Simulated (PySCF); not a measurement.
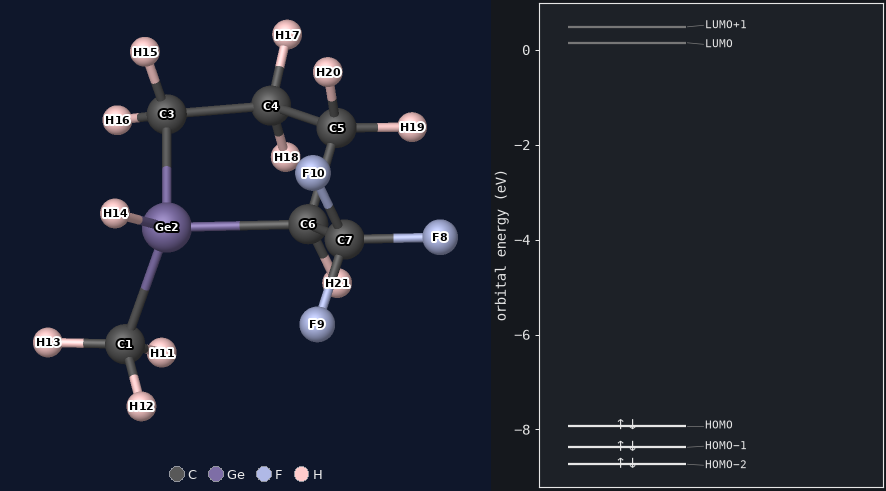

C₆H₁₁F₃Ge, SMILES [CH3][Ge@@H]1[CH2]CC[C@H]1C(F)(F)F, singlet. Kohn-Sham orbital energies near the frontier, B3LYP/def2-SVPD in PySCF 2.14.0, at a PBE0-D3(BJ)/def2-SVP geometry (no frequency check), isolated molecule; empty levels in grey, levels within 0.03 eV side by side.

Where do the frontier orbitals lie?

HOMO at −7.92 eV, LUMO at 0.15 eV, 8.07 eV apart.

How far below the HOMO does the next level lie?

0.46 eV.

How does −ε(HOMO) compare with the ΔSCF vertical ionisation energy at this level?

−ε(HOMO) is 7.92 eV, the ΔSCF value 9.91 eV; the orbital energy is 1.99 eV too shallow.

Note: one conformer of a flexible molecule; empty levels above zero depend strongly on the basis.
